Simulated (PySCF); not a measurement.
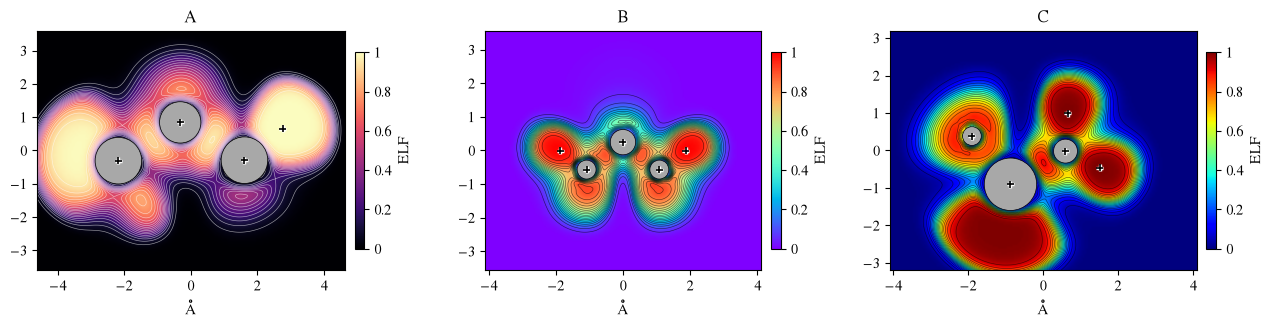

The ELF of 3 systems, each on a plane through atoms (crosses mark nuclei in the plane; grey discs cover the cores).

All numbers below come from PBE0/pcSseg-2, SCF density, gas phase, non-relativistic (PySCF).

System 1: H₅PSi₂, the plane of atoms Si1, P2 and Si3. Geometry: PBE0-D3(BJ)/def2-SVP.

```json
{"atom": "Si", "x (Å)": "2.6016", "y (Å)": "0.0189", "z (Å)": "0.2994"}
{"atom": "P", "x (Å)": "0.7990", "y (Å)": "0.0184", "z (Å)": "-0.9337"}
{"atom": "Si", "x (Å)": "-1.1801", "y (Å)": "0.0000", "z (Å)": "0.1132"}
{"atom": "H", "x (Å)": "1.8715", "y (Å)": "0.9460", "z (Å)": "1.2798"}
{"atom": "H", "x (Å)": "0.7920", "y (Å)": "-1.0791", "z (Å)": "-1.8329"}
{"atom": "H", "x (Å)": "-1.4292", "y (Å)": "-1.2770", "z (Å)": "0.8472"}
{"atom": "H", "x (Å)": "-1.1274", "y (Å)": "1.1388", "z (Å)": "1.0737"}
{"atom": "H", "x (Å)": "-2.2815", "y (Å)": "0.2053", "z (Å)": "-0.8746"}
```

System 2: FH₂NSi (SMILES N[Si]F), the molecular plane. Geometry: PBE0-D3(BJ)/def2-SVP.

```csv
atom,x (Å),y (Å),z (Å)
Si,0.8325,-0.1760,-0.9272
F,1.6537,-1.0034,0.2361
N,-0.5212,0.2693,0.0246
H,-1.2945,0.8181,-0.3373
H,-0.6395,0.0209,1.0039
```

System 3: CH₃ClO₃ (SMILES OC(O)(O)Cl), the plane of atoms O2, C1 and O3. Geometry: PBE0-D3(BJ)/def2-SVP.

```xyz
8

C    -0.1610   -0.0024   -0.0164
O    -0.1829    0.5860   -1.2378
O    -0.2787   -1.3343   -0.2418
O     0.9519    0.3281    0.7274
Cl   -1.5535    0.6022    1.0159
H    -0.1345    1.5396   -1.1001
H    -0.3057   -1.7716    0.6178
H     1.7113    0.0210    0.2106
```

Which map belongs to which system?

Panel A is system 1, H₅PSi₂: the plane holds Si, P and H. Si–P (2.18 Å): the ELF peaks at about 0.90 between the atoms; localised, covalent bonding. Panel B is system 3, CH₃ClO₃: the plane holds C, O and H. C–O (1.36 Å): the ELF peaks at about 0.90 between the atoms; a polar covalent bond. Panel C is system 2, FH₂NSi: the plane holds Si, F, N and H. Si–F (1.65 Å): the ELF peaks at about 0.85 in the valence shell of F, 0.5 Å from its nucleus, and is about 0.55 at the midpoint.
